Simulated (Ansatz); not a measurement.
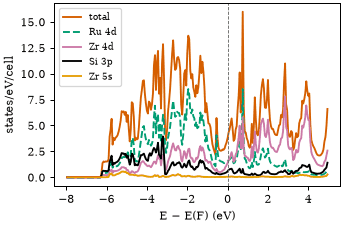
Total and projected density of states of ZrSiRu in space group P-62m (No. 189; Zr on 3g, Si on 1b, Si on 2c, Ru on 3f), r²SCAN in the plane-wave PAW code Ansatz

Which orbitals carry the states next to the Fermi level?

Within 0.5 eV of the Fermi level: Ru 4d 43 %, Zr 4d 36 %, Si 3p 13 %. Projections are on Löwdin-orthogonalised atomic valence shells; empty p or d shells of many metals are not among them.

Where is the tallest occupied peak in this window, and what makes it?

Near -1.9 eV, about 14 states/eV per cell; the largest projected share is Ru 4d.

The workflow started from a Materials Project entry (that database holds measured and hypothetical structures alike); the Crystallography Open Database files this formula in space group No. 189, but the cells were not matched. Its standing as an ambient phase is unchecked. The cell was relaxed with r²SCAN under the symmetry of its start; its stability against distortions is not shown here. No spin polarisation was allowed. Spin–orbit coupling is left out wherever it is not named.

Potentials: the earlier of the program's two PAW sets.
